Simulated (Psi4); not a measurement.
**Single-point calculation, with input and output: BH2S2Cl**

System: BH2S2Cl.
Method: wB97M-V/def2-TZVPP, RKS (Psi4 1.11).

The geometry was optimised with PBE0/def2-TZVP.

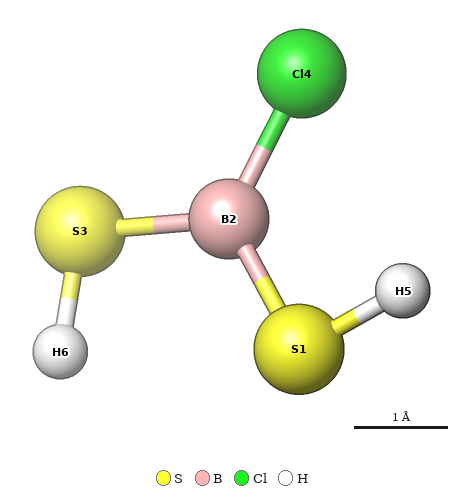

Fig. 1: The input geometry (ball-and-stick view, seen at a tilt; atoms are numbered from 1 in the order of the input). Bond lengths as drawn: B–Cl 1.76 Å, B–S 1.79 to 1.80 Å and H–S 1.34 Å.

**Input file (bclh2s2.dat)**
```
memory 3300 MB

molecule geom {
  0 1
  S     -0.066890     1.306490    -0.689420
  B     -0.150450    -0.328720     0.046910
  S      1.066820    -0.875810     1.247280
  Cl    -1.419300    -1.468750    -0.368110
  H     -1.156410     1.184040    -1.464710
  H      1.801810     0.249640     1.259850
  symmetry c1
}

set basis def2-TZVPP
set scf_type df
set dft_radial_points 99
set dft_spherical_points 590
set dft_vv10_postscf true

energy("wb97m-v")
```

Hardware: 2 threads of AMD EPYC (Zen 3), 176 GiB of memory available, shared host.

Launched with:
```bash
psi4 -i bclh2s2.dat -o bclh2s2.out -n 2
```

**Output**
```
Psi4 1.11 release

   => Loading Basis Set <=

    Name: DEF2-TZVPP
    Role: ORBITAL
    Keyword: BASIS

         ---------------------------------------------------------
                                   SCF
                              RKS Reference
                        2 Threads,   3147 MiB Core
         ---------------------------------------------------------

  ==> Geometry <==

    Molecular point group: c1
    Full point group: C1

    Geometry (in Angstrom), charge = 0, multiplicity = 1:

       Center              X                  Y                   Z               Mass
    ------------   -----------------  -----------------  -----------------  -----------------
         S            0.099875240223     1.661730120686    -0.736531267639    31.972071174400
         B            0.016315240223     0.026520120686    -0.000201267639    11.009305360000
         S            1.233585240223    -0.520569879314     1.200168732361    31.972071174400
         CL          -1.252534759777    -1.113509879314    -0.415221267639    34.968852682000
         H           -0.989644759777     1.539280120686    -1.511821267639     1.007825032230
         H            1.968575240223     0.604880120686     1.212738732361     1.007825032230

  Running in c1 symmetry.

  Rotational constants: A =      0.10521  B =      0.10230  C =      0.05187 [cm^-1]
  Rotational constants: A =   3154.22030  B =   3066.82146  C =   1554.95348 [MHz]
  Nuclear repulsion =  235.383448835977646

  Charge       = 0
  Multiplicity = 1
  Electrons    = 56
  Nalpha       = 28
  Nbeta        = 28

  ==> Algorithm <==

  SCF Algorithm Type is DF.
  DIIS enabled.
  MOM disabled.
  Fractional occupation disabled.
  Guess Type is SAD.
  Energy threshold   = 1.00e-06
  Density threshold  = 1.00e-06
  Integral threshold = 1.00e-12

  ==> Primary Basis <==

  Basis Set: DEF2-TZVPP
    Blend: DEF2-TZVPP
    Number of shells: 65
    Number of basis functions: 185
    Number of Cartesian functions: 210
    Spherical Harmonics?: true
    Max angular momentum: 3

  ==> DFT Potential <==

   => LibXC <=

    Version 7.1.2

   => Composite Functional: WB97M-V <=

    wB97M-V Hyb-GGA Exchange-Correlation Functional

    Deriv               =              1
    GGA                 =           TRUE
    Meta                =           TRUE

    Exchange Hybrid     =           TRUE
    MP2 Hybrid          =          FALSE

   => Exchange-Correlation Functionals <=

    1.0000   wB97M-V exchange-correlation functional

   => Exact (HF) Exchange <=

    0.8500            HF,LR [omega = 0.3000]
    0.1500               HF

   => LibXC Density Thresholds  <==

    XC_HYB_MGGA_XC_WB97M_V:  1.00E-13

   => VV10 Non-Local Parameters <=

    VV10 B              =     6.0000E+00
    VV10 C              =     1.0000E-02

   => Molecular Quadrature <=

    Radial Scheme          =       TREUTLER
    Pruning Scheme         =           NONE
    Nuclear Scheme         =       TREUTLER

    Blocking Scheme        =         OCTREE
    BS radius alpha        =              1
    Pruning alpha          =              1
    Radial Points          =             99
    Spherical Points       =            590
    Total Points           =         332013
    Total Blocks           =           2465
    Max Points             =            256
    Max Functions          =            165
    Weights Tolerance      =       1.00E-15

   => Loading Basis Set <=

    Name: (DEF2-TZVPP AUX)
    Role: JKFIT
    Keyword: DF_BASIS_SCF

  ==> Integral Setup <==

  DFHelper Memory: AOs need 0.365 GiB; user supplied 0.365 GiB.
  SCF_SUBTYPE=INCORE selected. In-core MEM_DF algorithm will be used.
  Using in-core AOs.

  ==> MemDFJK: Density-Fitted J/K Matrices <==

    J tasked:                   Yes
    K tasked:                   Yes
    wK tasked:                  Yes
    Omega:                3.000E-01
    Memory [MiB]:               373
    Algorithm:                 Core
    Schwarz Cutoff:           1E-12
    Mask sparsity (%):       5.9956
    Fitting Condition:        1E-10

   => Auxiliary Basis Set <=

  Basis Set: (DEF2-TZVPP AUX)
    Blend: DEF2-UNIVERSAL-JKFIT
    Number of shells: 151
    Number of basis functions: 495
    Number of Cartesian functions: 594
    Spherical Harmonics?: true
    Max angular momentum: 4

  Cached 50.0% of DFT collocation blocks in 1.538 [GiB].

  Minimum eigenvalue in the overlap matrix is 1.0409214297E-03.
  Reciprocal condition number of the overlap matrix is 1.7975307712E-04.
    Using symmetric orthogonalization.

  ==> Pre-Iterations <==

  SCF Guess: Superposition of Atomic Densities via on-the-fly atomic UHF (no occupation information).

   -------------------------
    Irrep   Nso     Nmo
   -------------------------
     A        185     185
   -------------------------
    Total     185     185
   -------------------------

  VV10: post-SCF option active

  ==> Iterations <==

                           Total Energy        Delta E     RMS |[F,P]|

   @DF-RKS iter SAD: -1282.68532402862161   -1.28269e+03   0.00000e+00
   @DF-RKS iter   1: -1282.86205832991595   -1.76734e-01   2.75410e-03 DIIS/ADIIS
   @DF-RKS iter   2: -1282.91866463163592   -5.66063e-02   1.46221e-03 DIIS/ADIIS
   @DF-RKS iter   3: -1282.93725838680689   -1.85938e-02   1.23631e-04 DIIS/ADIIS
   @DF-RKS iter   4: -1282.93763205946379   -3.73673e-04   7.17331e-05 DIIS
   @DF-RKS iter   5: -1282.93774460301984   -1.12544e-04   1.56721e-05 DIIS
   @DF-RKS iter   6: -1282.93775185895970   -7.25594e-06   5.99588e-06 DIIS
   @DF-RKS iter   7: -1282.93775270871879   -8.49759e-07   1.17492e-06 DIIS
   @DF-RKS iter   8: -1282.93775277080567   -6.20869e-08   3.40663e-07 DIIS
  Energy and wave function converged.

  ==> Computing Non-Self-Consistent VV10 Energy Correction <==

  ==> Post-Iterations <==

   Electrons on quadrature grid:
      Ntotal   =   56.0000001468 ; deviation = 1.468e-07

    Orbital Energies [Eh]
    ---------------------

    Doubly Occupied:

       1A   -101.881255     2A    -89.204204     3A    -89.203493
       4A     -9.655451     5A     -8.135654     6A     -8.134737
       7A     -7.357758     8A     -7.353390     9A     -7.352301
      10A     -7.000668    11A     -6.044872    12A     -6.043958
      13A     -6.041356    14A     -6.040495    15A     -6.039038
      16A     -6.038053    17A     -0.978791    18A     -0.892209
      19A     -0.863323    20A     -0.615338    21A     -0.563231
      22A     -0.532577    23A     -0.479004    24A     -0.468926
      25A     -0.451976    26A     -0.410218    27A     -0.400872
      28A     -0.365205

    Virtual:

      29A      0.037574    30A      0.061475    31A      0.094475
      32A      0.101606    33A      0.140496    34A      0.153560
      35A      0.165898    36A      0.182233    37A      0.186114
      38A      0.225045    39A      0.265800    40A      0.282278
      41A      0.307460    42A      0.321418    43A      0.324868
      44A      0.332259    45A      0.340217    46A      0.362358
      47A      0.368134    48A      0.409052    49A      0.425399
      50A      0.449880    51A      0.466407    52A      0.467862
      53A      0.476934    54A      0.509428    55A      0.525702
      56A      0.559789    57A      0.567959    58A      0.591334
      59A      0.633347    60A      0.645881    61A      0.658933
      62A      0.681900    63A      0.719773    64A      0.735992
      65A      0.777067    66A      0.825654    67A      0.848871
      68A      0.860810    69A      0.865339    70A      0.897789
      71A      0.924631    72A      0.937898    73A      0.966641
      74A      1.013040    75A      1.051739    76A      1.113524
      77A      1.124629    78A      1.169508    79A      1.230280
      80A      1.241333    81A      1.282487    82A      1.296081
      83A      1.463510    84A      1.505754    85A      1.525929
      86A      1.542142    87A      1.543515    88A      1.566455
      89A      1.577022    90A      1.579754    91A      1.633607
      92A      1.645019    93A      1.664773    94A      1.680158
      95A      1.738819    96A      1.773563    97A      1.783066
      98A      1.798481    99A      1.802535   100A      1.829034
     101A      1.831459   102A      1.831841   103A      1.853752
     104A      1.897581   105A      1.903028   106A      1.939021
     107A      1.944396   108A      1.959982   109A      1.972265
     110A      1.975072   111A      1.984804   112A      2.005657
     113A      2.017842   114A      2.040748   115A      2.061412
     116A      2.108770   117A      2.160711   118A      2.163108
     119A      2.187720   120A      2.251457   121A      2.311662
     122A      2.326788   123A      2.351258   124A      2.387133
     125A      2.408040   126A      2.427621   127A      2.484400
     128A      2.546454   129A      2.599447   130A      2.669309
     131A      2.687876   132A      2.708208   133A      2.718486
     134A      2.753822   135A      2.771223   136A      2.848176
     137A      2.925767   138A      2.963599   139A      3.010031
     140A      3.211917   141A      3.316198   142A      3.355819
     143A      3.375550   144A      3.436018   145A      3.484137
     146A      3.631674   147A      3.637017   148A      3.779715
     149A      3.840961   150A      4.015445   151A      4.025971
     152A      4.032720   153A      4.045599   154A      4.131830
     155A      4.152472   156A      4.627951   157A      4.641449
     158A      6.858021   159A      6.863188   160A      6.874708
     161A      6.881732   162A      6.908310   163A      6.922815
     164A      6.978338   165A      7.041188   166A      7.377013
     167A      7.443241   168A      8.167472   169A      8.184008
     170A      8.259963   171A      8.330497   172A      8.362401
     173A      9.020097   174A      9.042475   175A      9.418354
     176A      9.492965   177A      9.607263   178A      9.653960
     179A     10.921756   180A     11.023858   181A     11.479736
     182A     14.471926   183A     20.211524   184A     20.297131
     185A     25.355977

    Final Occupation by Irrep:
              A
    DOCC [    28 ]
    NA   [    28 ]
    NB   [    28 ]

  @DF-RKS Final Energy: -1282.70938682117935

   => Energetics <=

    Nuclear Repulsion Energy =            235.3834488359776458
    One-Electron Energy =               -2238.8357746331798808
    Two-Electron Energy =                 785.2443948298052874
    DFT Exchange-Correlation Energy =     -64.7298774898653022
    Empirical Dispersion Energy =           0.0000000000000000
    VV10 Nonlocal Energy =                  0.2284216360829617
    Total Energy =                      -1282.7093868211793506

Computation Completed

Properties will be evaluated at   0.000000,   0.000000,   0.000000 [a0]

Properties computed using the SCF density matrix

 Multipole Moments:

 ------------------------------------------------------------------------------------
     Multipole            Electronic (a.u.)      Nuclear  (a.u.)        Total (a.u.)
 ------------------------------------------------------------------------------------

 L = 1.  Multiply by 2.5417464519 to convert [e a0] to [Debye]
 Dipole X            :         -1.9926013            2.0839587            0.0913574
 Dipole Y            :         -2.6404843            3.0342515            0.3937673
 Dipole Z            :         -0.2348161            0.1121534           -0.1226627
 Magnitude           :                                                    0.4224275

 ------------------------------------------------------------------------------------

	total time  =         44 seconds =       0.73 minutes

    Psi4 run time: 0:00:44.73
```

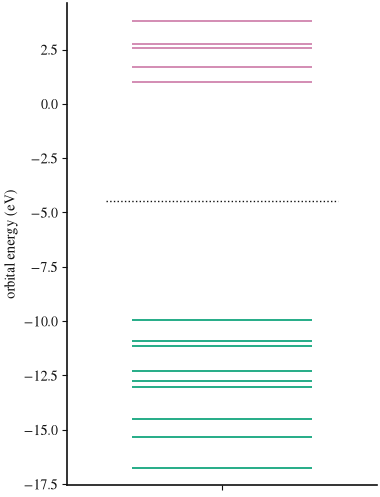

Fig. 2: Orbital energies near the frontier; the dotted line parts filled from empty levels, and levels within 0.02 eV of each other stand side by side. Highest filled −9.94 eV, lowest empty 1.02 eV, 10.96 eV apart.

**Summary**

| quantity | value |
| --- | --- |
| outcome | converged |
| total energy | −1282.709387 hartree |
| basis functions | 185 |
| HOMO | −9.94 eV |
| LUMO | 1.02 eV |
| dipole moment | 1.07 D |
| wall time | 47 s (CPU time 2.8 min) |
| peak memory | 2.2 GiB |
